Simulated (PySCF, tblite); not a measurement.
# C6H8BNS: geometry, infrared bands and NMR shifts

Aim: predict the infrared bands and NMR shifts of C6H8BNS (`C#[N+][B@@H-](C)c1cccs1`).

The runs use tblite 0.8.0 and PySCF 2.14.0, with density-fitted response routines of our own; the level of theory stands in each step. All values are computed, except where a source is named. Atoms are numbered from 0 throughout.

## (1) The starting structure

17 atoms, charge 0, multiplicity 1; geometry from: force field or distance geometry start.

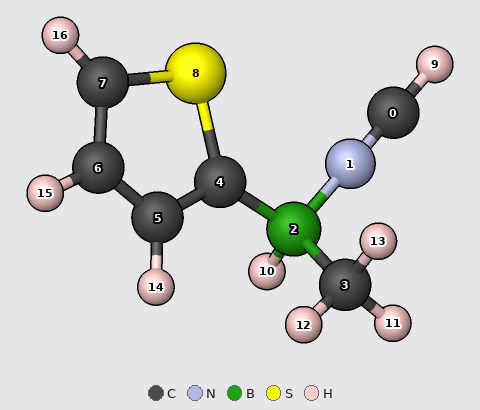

As it starts; carbon dark grey, nitrogen light blue, boron green, sulfur yellow, hydrogen pink, atoms numbered.

## (2) Relaxing the molecule with GFN2-xTB

Job settings and geometry (Å):

```
{"job": {"kind": "relax", "xc": "GFN2-xTB", "basis": "xTB"}, "charge": 0, "multiplicity": 1}
C     -2.871500     0.053600     1.521200
N     -2.024800    -0.349300     0.845900
B     -0.916700    -0.868300    -0.014600
C     -1.305700    -0.701700    -1.565900
C      0.354800    -0.029600     0.314700
C      1.564900    -0.118600    -0.306000
C      2.566400     0.685100     0.101300
C      2.340500     1.565900     1.123100
S      0.627900     1.239300     1.517200
H     -3.676300     0.451100     2.141900
H     -0.731900    -2.014500     0.267300
H     -2.153500    -1.408700    -1.787400
H     -0.453900    -0.877200    -2.226600
H     -1.656700     0.325500    -1.705000
H      1.709700    -0.848100    -1.131400
H      3.578500     0.644500    -0.355300
H      3.041400     2.263000     1.548500
```

Started as:

```bash
$ OMP_NUM_THREADS=1 python probes_run.py task.json out
```

One launch serves the whole session: the jobs run in the order shown.

Log:

```text
step      E/eV     max force
  0    -659.26970    4.235
  1    -659.57534    1.856
  2    -659.67469    1.886
  3    -659.69214    3.638
  4    -659.80691    0.687
  5    -659.82770    0.453
  6    -659.85050    0.414
  7    -659.85865    0.274
  8    -659.86889    0.246
  9    -659.87477    0.258
 10    -659.87889    0.194
 11    -659.88150    0.128
 12    -659.88345    0.145
 13    -659.88552    0.147
 14    -659.88774    0.163
 15    -659.88995    0.149
 16    -659.89203    0.161
 17    -659.89396    0.146
 18    -659.89566    0.134
 19    -659.89696    0.089
 20    -659.89800    0.098
 21    -659.89911    0.119
 22    -659.90034    0.094
 23    -659.90154    0.082
 24    -659.90256    0.070
 25    -659.90339    0.068
 26    -659.90405    0.065
 27    -659.90460    0.060
 28    -659.90509    0.056
 29    -659.90565    0.074
 30    -659.90632    0.089
 31    -659.90708    0.074
 32    -659.90788    0.085
 33    -659.90876    0.083
 34    -659.90972    0.082
 35    -659.91064    0.085
 36    -659.91128    0.054
 37    -659.91163    0.039
 38    -659.91187    0.040
 39    -659.91213    0.045
 40    -659.91240    0.039
 41    -659.91262    0.039
 42    -659.91280    0.027
 43    -659.91295    0.027
 44    -659.91312    0.026
 45    -659.91330    0.037
 46    -659.91348    0.035
 47    -659.91359    0.024
 48    -659.91364    0.018
 49    -659.91368    0.017
 50    -659.91373    0.022
 51    -659.91380    0.025
 52    -659.91388    0.031
 53    -659.91397    0.028
 54    -659.91406    0.022
 55    -659.91416    0.032
 56    -659.91429    0.033
 57    -659.91441    0.033
 58    -659.91451    0.028
 59    -659.91459    0.025
 60    -659.91470    0.031
 61    -659.91483    0.036
 62    -659.91496    0.033
 63    -659.91506    0.028
 64    -659.91514    0.027
 65    -659.91523    0.028
 66    -659.91533    0.023
 67    -659.91541    0.029
 68    -659.91548    0.025
 69    -659.91554    0.023
 70    -659.91559    0.017
 71    -659.91561    0.009
```

Wall time 0.91 s (1 thread of Arm Neoverse N1, shared host); peak memory 0.18 GiB.

Step by step: (not every step is listed)

```tsv
step	energy from step 0 (eV)	largest force (eV/Å)
0	0.0000	4.2353
1	-0.3056	1.8562
2	-0.4050	1.8862
3	-0.4224	3.6380
4	-0.5372	0.6874
5	-0.5580	0.4526
6	-0.5808	0.4142
7	-0.5890	0.2741
8	-0.5992	0.2459
13	-0.6158	0.1470
18	-0.6260	0.1338
23	-0.6318	0.0818
28	-0.6354	0.0562
33	-0.6391	0.0831
38	-0.6422	0.0399
43	-0.6433	0.0272
48	-0.6439	0.0175
53	-0.6443	0.0279
58	-0.6448	0.0277
63	-0.6454	0.0278
66	-0.6456	0.0231
67	-0.6457	0.0291
68	-0.6458	0.0249
69	-0.6458	0.0231
70	-0.6459	0.0174
71	-0.6459	0.0092
```

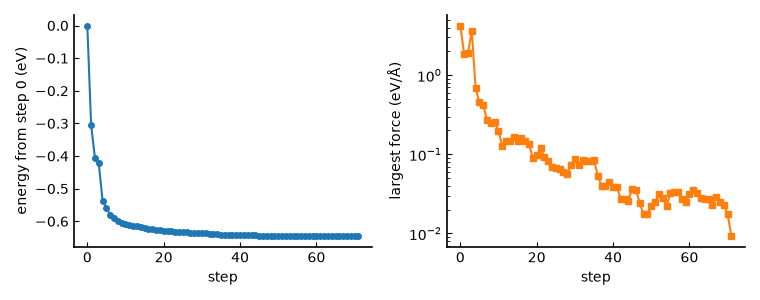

Energy and force, step by step.

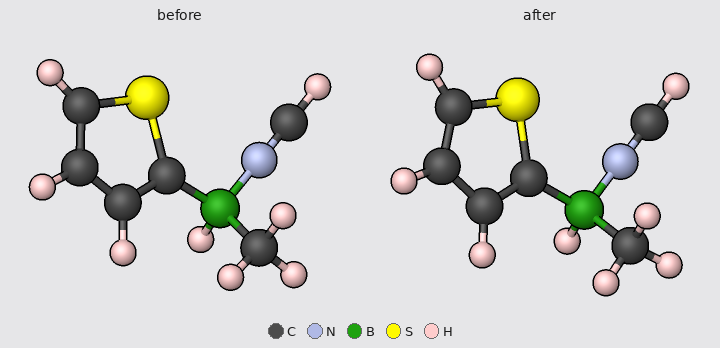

Before and after, at one scale.

Distances of close pairs at the start and the end, largest changes first:

```tsv
bond	before (Å)	after (Å)	change (Å)
C5–C6	1.347	1.415	+0.068
C7–S8	1.787	1.723	-0.065
B2–C4	1.558	1.608	+0.049
N1–B2	1.496	1.457	-0.039
C3–H11	1.126	1.087	-0.039
C0–H9	1.091	1.053	-0.039
C5–H14	1.111	1.076	-0.035
C6–H15	1.111	1.076	-0.035
```

The final coordinates are the input of the step that follows.

## (3) Infrared spectrum with GFN2-xTB

Job settings and geometry (Å):

```
{"job": {"kind": "ir", "xc": "GFN2-xTB", "basis": "xTB"}, "charge": 0, "multiplicity": 1}
C     -2.728256     0.082424     1.511452
N     -1.915617    -0.392010     0.856880
B     -0.873268    -0.907444    -0.020444
C     -1.420078    -0.676352    -1.550039
C      0.460878    -0.059089     0.272021
C      1.669847    -0.190781    -0.338459
C      2.659438     0.709256     0.123804
C      2.199323     1.532518     1.095517
S      0.544660     1.216796     1.457225
H     -3.475589     0.509980     2.117230
H     -0.742637    -2.059494     0.254325
H     -2.352226    -1.205781    -1.731978
H     -0.685758    -1.048754    -2.256991
H     -1.582372     0.376264    -1.767428
H      1.854007    -0.921004    -1.106925
H      3.666716     0.737461    -0.254689
H      2.713933     2.308040     1.627513
```

Log:

```text
mode    cm-1     km/mol
  1     -13.1      3.29
  2      86.6     10.62
  3     113.0      4.52
  4     136.3      4.23
  5     152.1      0.40
  6     210.2      3.80
  7     265.4      1.11
  8     371.2      3.94
  9     408.0      1.32
 10     452.3      0.25
 11     524.0      0.83
 12     560.9      1.49
 13     610.4     29.45
 14     636.0     14.26
 15     644.3     15.28
 16     731.2     10.67
 17     731.3      8.09
 18     771.4     33.48
 19     812.9      6.83
 20     837.8     12.46
 21     848.6      0.33
 22     851.0     14.55
 23     916.3     13.56
 24     919.7      5.37
 25     989.7     16.51
 26    1032.0     16.25
 27    1044.9     20.23
 28    1074.7      1.39
 29    1099.9      2.87
 30    1186.8      4.93
 31    1324.3      4.95
 32    1371.2      3.06
 33    1459.5     22.89
 34    1514.0      1.55
 35    1514.5      1.03
 36    1553.1      1.46
 37    2237.2    208.83
 38    2434.3    119.83
 39    3027.2     74.40
 40    3034.0     39.64
 41    3058.5     24.96
 42    3110.3     27.59
 43    3122.9     49.19
 44    3156.9     20.01
 45    3346.0    169.68
```

It took 1.1 s on 1 thread of Arm Neoverse N1, shared host; peak memory 0.18 GiB.

Which atoms move in the most intense modes:

```tsv
cm⁻¹	km/mol	atoms
610	29.4	H9 75 %, C0 19 %
771	33.5	H12 28 %, B2 19 %, C3 13 %, H10 10 %
2237	208.8	N1 50 %, C0 39 %, H9 10 %
2434	119.8	H10 93 %
3027	74.4	H11 84 %
3034	39.6	H13 84 %
3123	49.2	H14 74 %, H15 17 %
3346	169.7	H9 85 %, C0 14 %
```

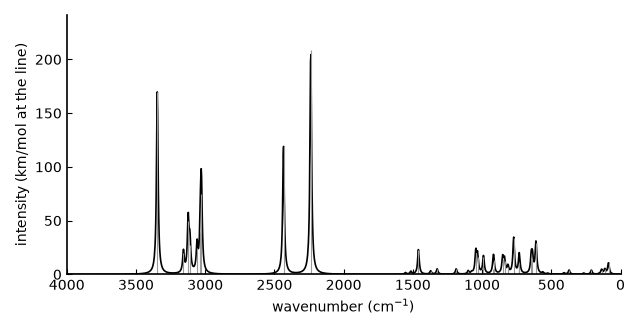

The infrared spectrum from these modes, unscaled. Lines are broadened to a width of 14 cm⁻¹ (Lorentzian).

## (4) NMR shieldings: PBE0/pcSseg-1

The job, as its differences from that of step 3:

```diff
@@ -1,2 +1,2 @@
-{"job": {"kind": "ir", "xc": "GFN2-xTB", "basis": "xTB"}, "charge": 0, "multiplicity": 1}
+{"job": {"kind": "nmr", "xc": "PBE0", "basis": "pcSseg-1"}, "charge": 0, "multiplicity": 1}
 C     -2.728256     0.082424     1.511452
```

With the program's defaults for keys left out, this is: GIAO PBE0/pcSseg-1 NMR shielding, non-relativistic, gas phase.

Log:

```text
coarse grid: 15248 points
cycle   1  E = -710.4547622351  dE =  1.575e+00  |g| = 6.235e-01  |ddm| = 3.935e+00
cycle   2  E = -710.0809061958  dE =  3.739e-01  |g| = 1.333e+00  |ddm| = 1.867e+00
cycle   3  E = -710.5680706597  dE = -4.872e-01  |g| = 1.641e-01  |ddm| = 1.284e+00
cycle   4  E = -710.5719224937  dE = -3.852e-03  |g| = 1.074e-01  |ddm| = 1.892e-01
cycle   5  E = -710.5744796588  dE = -2.557e-03  |g| = 2.893e-02  |ddm| = 1.235e-01
cycle   6  E = -710.5747144855  dE = -2.348e-04  |g| = 5.929e-03  |ddm| = 4.054e-02
cycle   7  E = -710.5747222882  dE = -7.803e-06  |g| = 2.401e-03  |ddm| = 7.570e-03
final grid: 144176 points
cycle   8  E = -710.6279296960  dE = -3.914e-05  |g| = 1.004e-02  |ddm| = 3.713e-02
cycle   9  E = -710.6279054302  dE =  2.427e-05  |g| = 1.407e-02  |ddm| = 2.089e-02
cycle  10  E = -710.6279533958  dE = -4.797e-05  |g| = 2.872e-03  |ddm| = 1.321e-02
cycle  11  E = -710.6279551826  dE = -1.787e-06  |g| = 6.920e-04  |ddm| = 1.942e-03
cycle  12  E = -710.6279552877  dE = -1.051e-07  |g| = 1.805e-04  |ddm| = 7.772e-04
cycle  13  E = -710.6279552944  dE = -6.708e-09  |g| = 8.756e-05  |ddm| = 2.449e-04
cycle  14  E = -710.6279552963  dE = -1.904e-09  |g| = 2.189e-05  |ddm| = 9.233e-05
cycle  15  E = -710.6279552964  dE = -1.182e-10  |g| = 4.530e-06  |ddm| = 2.281e-05
converged SCF energy = -710.6279552964

GIAO shielding tensors (ppm)
atom      isotropic    diamagn.    paramagn.     s11        s22        s33       span
  0 C       74.746     262.209    -187.463     -2.187      5.911    220.515    222.702
  1 N       22.990     325.993    -303.002   -153.350   -141.245    363.567    516.917
  2 B      130.641     183.013     -52.373    119.187    130.029    142.707     23.520
  3 C      172.880     248.111     -75.231    157.343    174.310    186.987     29.644
  4 C       25.354     261.687    -236.333    -55.777     -6.626    138.465    194.241
  5 C       54.909     250.247    -195.338    -33.737     50.108    148.355    182.092
  6 C       53.438     254.277    -200.839    -30.246     45.537    145.022    175.268
  7 C       58.172     263.076    -204.904    -28.211     56.994    145.733    173.944
  8 S      283.793    1059.351    -775.558    129.237    335.904    386.237    257.000
  9 H       27.368      29.213      -1.846     22.682     23.586     35.835     13.152
 10 H       28.362      27.937       0.425     25.525     28.386     31.176      5.652
 11 H       31.357      28.609       2.748     27.137     28.550     38.385     11.248
 12 H       31.064      30.502       0.562     25.978     29.552     37.663     11.685
 13 H       31.502      30.904       0.598     28.313     30.582     35.611      7.298
 14 H       24.677      32.712      -8.035     20.966     24.273     28.794      7.829
 15 H       24.512      30.412      -5.899     21.402     24.584     27.551      6.149
 16 H       24.808      31.427      -6.619     21.800     24.369     28.255      6.455
```

Run time: 87 s. Hardware: 1 thread of Arm Neoverse N1, shared host; peak memory 0.92 GiB.

Shifts follow as δ = σ(reference) − σ, with reference shieldings (ppm) from runs at the same level and on the same kind of geometry: 1H TMS 31.72, 13C TMS 186.9, 15N NH3 267.7, 11B BF3·OEt2 100.1, 33S CS2 504. The references are single molecules in the gas phase, so shifts against H2O, NH3, PH3, H3PO4 or CFCl3 are not on the usual liquid scales and can be off by tens of ppm. Atoms listed in one row are averaged.

```tsv
atoms	environment	σ (ppm)	δ (ppm)	δ scaled to CDCl3
C4	substituted aromatic carbon next to the ring sulfur	25.4	161.6	151.4
C6	aromatic CH	53.4	133.5	128.4
C5	aromatic CH	54.9	132.0	126.9
C7	aromatic CH next to the ring sulfur	58.2	128.8	119.3
C0	nitrilium-type carbon	74.7	112.2	107.6
C3	methyl carbon bonded to B	172.9	14.0	11.8
H15	hydrogen on an aromatic CH	24.51	7.20	6.90
H14	hydrogen on an aromatic CH	24.68	7.04	6.74
H16	hydrogen on an aromatic CH next to the ring sulfur	24.81	6.91	6.62
H9	hydrogen on a nitrilium-type carbon	27.37	4.35	4.21
H10	hydrogen on a boron bonded to 2 C, N	28.36	3.35	–
H11, H12, H13	hydrogen on a methyl carbon bonded to B	31.31	0.41	0.49
N1	donor nitrogen of a Lewis adduct	23.0	244.7	–
B2	boron bonded to 2 C, N, H	130.6	-30.6	–
S8	aromatic ring sulfur	284	220	–
```

The scaled column applies a straight-line fit of computed shieldings to shifts measured in CDCl3, with any fitted terms for Cl, Br or S neighbours (root-mean-square error 0.16 ppm for H, 1.9 ppm for C).

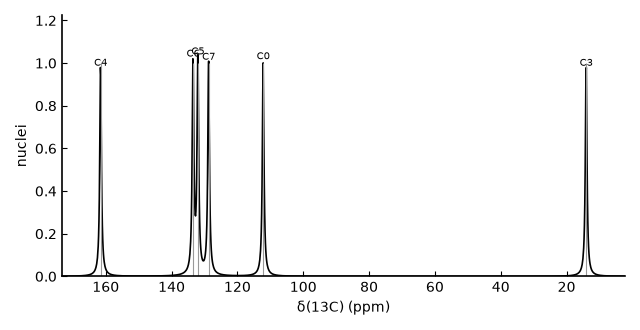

13C lines at the computed shifts, without couplings. Lines are broadened to a width of 0.59 ppm (Lorentzian).

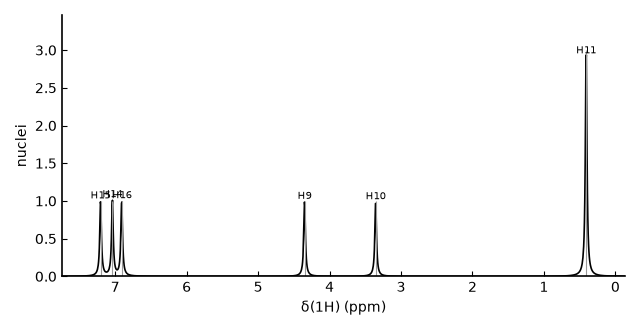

1H lines at the computed shifts, without couplings. Lines are broadened to a width of 0.03 ppm (Lorentzian).

The run also stored atomic charges by several schemes (e):

```tsv
atoms	Mulliken	IAO	Hirshfeld	ESP fit
C0	0.21	0.06	0.16	0.01
N1	-0.19	0.09	0.03	-0.06
B2	0.39	-0.10	0.00	0.56
C3	-0.46	-0.53	-0.20	-0.57
C4	-0.47	-0.22	-0.09	-0.33
C5	-0.07	-0.19	-0.08	0.02
C6	-0.05	-0.18	-0.08	-0.34
C7	-0.28	-0.33	-0.10	-0.14
S8	0.16	0.27	0.04	-0.05
```

Mulliken charges:

C0 0.21; N1 -0.19; B2 0.39; C3 -0.46; C4 -0.47; C5 -0.07; C6 -0.05; C7 -0.28; S8 0.16; H9 0.19; H10 -0.02; H11 0.09; H12 0.12; H13 0.10; H14 0.07; H15 0.08; H16 0.12

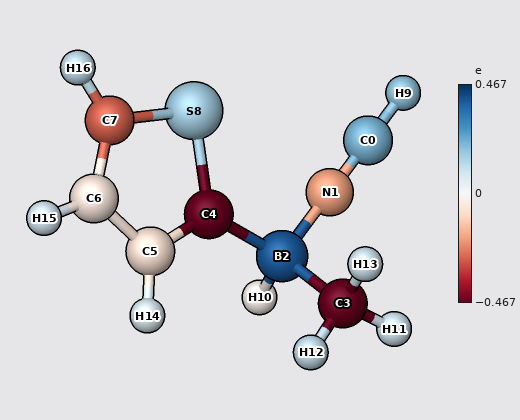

Mulliken charges, as colours on the atoms.

Mayer bond orders: C0–N1 2.62, N1–B2 0.71, B2–C3 0.94, B2–C4 0.71, C4–C5 1.66, C5–C6 1.27, C6–C7 1.59, C7–S8 1.16, S8–C4 1.16.

Ring of atoms C4, C5, C6, C7, S8: NICS(0) -11.8, NICS(1) -11.2, NICS(1)zz -26.5 ppm (means of both faces).

Orbitals, density, ELF and potential are computed afterwards from the orbital file.

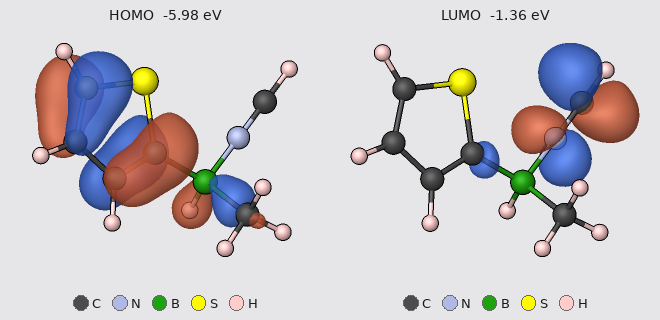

PBE0/pcSseg-1 orbitals near the gap, drawn at the value that encloses 70 % of each; the two colours are the two signs.

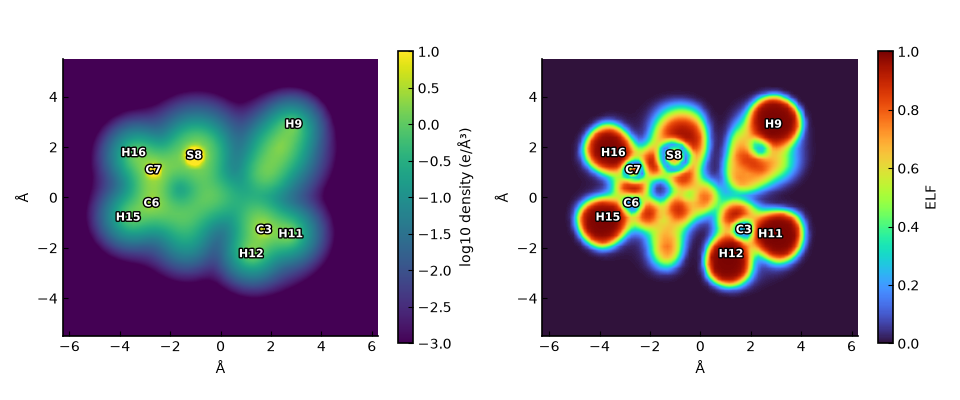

Density (left) and ELF (right) in a plane through or near 9 of the atoms.

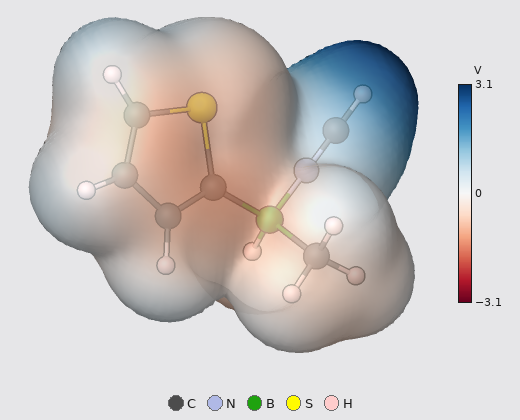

The potential that a unit positive charge feels on the 0.002 e/bohr³ surface, from -1.25 V near C5 to 3.10 V near H9.

## (5) What came out

| quantity | value |
| --- | --- |
| strongest single infrared mode (GFN2-xTB) | 2237 cm⁻¹, 209 km/mol |
| zero-point energy (GFN2-xTB) | 77.6 kcal/mol |
| 13C shifts against TMS (PBE0/pcSseg-1) | 161.6, 133.5, 132.0, 128.8, 112.2, 14.0 ppm |
| 1H shifts against TMS (PBE0/pcSseg-1, means over atoms taken as alike) | 7.20, 7.04, 6.91, 4.35, 3.35, 0.41 ppm |
| 15N shifts against NH3 (PBE0/pcSseg-1) | 244.7 ppm |
| 11B shifts against BF3·OEt2 (PBE0/pcSseg-1) | -30.6 ppm |
| 33S shifts against CS2 (PBE0/pcSseg-1) | 220 ppm |
| surface potential, least and greatest | -1.25 V and 3.10 V |

What this shows: Over 71 steps the energy fell by 0.646 eV; of the close pairs, C5–C6 changed most, 1.347 to 1.415 Å. The lowest mode is slightly imaginary (13i cm⁻¹), a soft motion within the noise of the Hessian, so the minimum is not strictly shown. The strongest single mode, at 2237 cm⁻¹, moves mainly N1 and C0. GFN2-xTB is a fitted tight-binding method: band positions and strengths are rough. Its intensities can rank the bands wrongly. At PBE0/pcSseg-1: The widest tensor belongs to N1: span 517 ppm, with a paramagnetic part of -303 ppm. NICS(1)zz of -26 ppm above the planar ring from C4 marks a diatropic (aromatic) ring current. At PBE0/pcSseg-1, counted by nearest atom on the grid, the HOMO lies on C4, C7 about 27 % each; C5 16 %, the LUMO on C0 41 %; N1 34 %.
